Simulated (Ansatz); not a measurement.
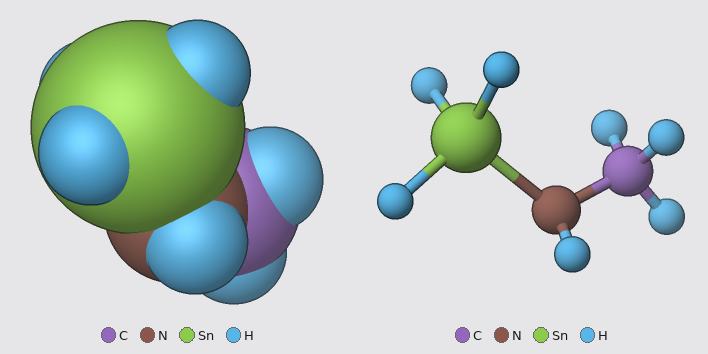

Two views of one molecule.

Question: Which formula does it have?

Answer: CH7NSn, 10 atoms: 1 carbon, 7 hydrogen, 1 nitrogen and 1 tin.

Question: Write the SMILES.

Answer: C[NH][SnH3]

Question: Give the symmetry (Schoenflies symbol).

Answer: C1.

Question: How many bonds of each kind are drawn?

Answer: 3 C–H, 3 Sn–H, 1 C–N, 1 N–Sn, 1 N–H.

Question: How many sets of symmetry-equivalent atoms are there?

Answer: 10: 1 C, 1 N, 1 Sn, 1 H, 1 H, 1 H, 1 H, 1 H, 1 H, 1 H.

The parts below concern this one geometry. Atoms keep their numbers from picture to picture. The geometry was computed by an optimisation with PBE0-D4/def2-TZVP. No frequency run is at hand to confirm it as a minimum.

## Shape

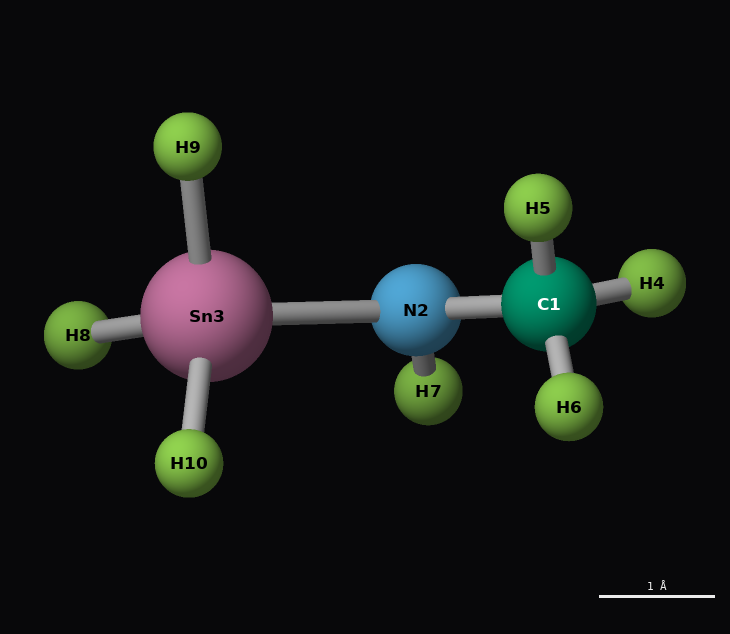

Atoms carry their numbers in the input. No frequency run is at hand to confirm it as a minimum.

List the bonds and their lengths.

| bond | length (Å) |
| --- | --- |
| C1–N2 | 1.451 |
| C1–H4 | 1.095 |
| C1–H5 | 1.094 |
| C1–H6 | 1.101 |
| N2–Sn3 | 2.028 |
| N2–H7 | 1.011 |
| Sn3–H8 | 1.704 |
| Sn3–H9 | 1.706 |
| Sn3–H10 | 1.718 |

## Electronic properties

No frequency run is at hand to confirm it as a minimum. Level of theory: RKS r2SCANh-D4/def2-TZVPP, core potentials on Sn (Ansatz 0.2.0).

Question: Give the HOMO energy (Kohn–Sham orbital) at this level.

Answer: −5.91 eV.

Question: Give the dispersion correction at this level.

Answer: −4.2 kJ/mol.

Question: Give the LUMO energy (Kohn–Sham orbital) at this level.

Answer: −0.13 eV.

## Dipole moment

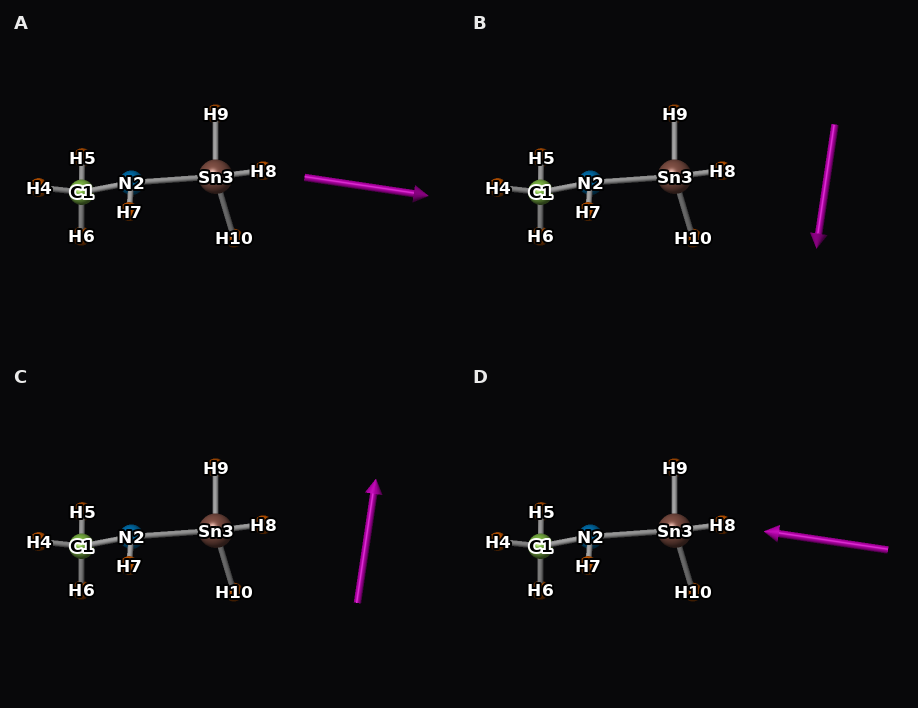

The same molecule four times, each with an arrow. No frequency run is at hand to confirm it as a minimum. Method: RKS B3LYP-D4/def2-TZVPP, core potentials on Sn (Ansatz 0.2.0).

Question: Which arrow points along the dipole moment, from the negative to the positive end?

Answer: B. The dipole moment is 0.77 D; it points from the side of H9 to the side of H6 (the outermost atoms at the two ends).

## Charges

The questions are on Mulliken charges. No frequency run is at hand to confirm it as a minimum. Method: RKS PBE-D4/def2-TZVPP, core potentials on Sn (Ansatz 0.2.0).

Give the Mulliken charges atom by atom.

```tsv
atom	value (e)
C1	−0.20
N2	−0.44
Sn3	0.62
H4	0.09
H5	0.09
H6	0.09
H7	0.13
H8	−0.12
H9	−0.12
H10	−0.14
```

Mulliken values depend strongly on the basis set and can even reverse the polarity of a bond.
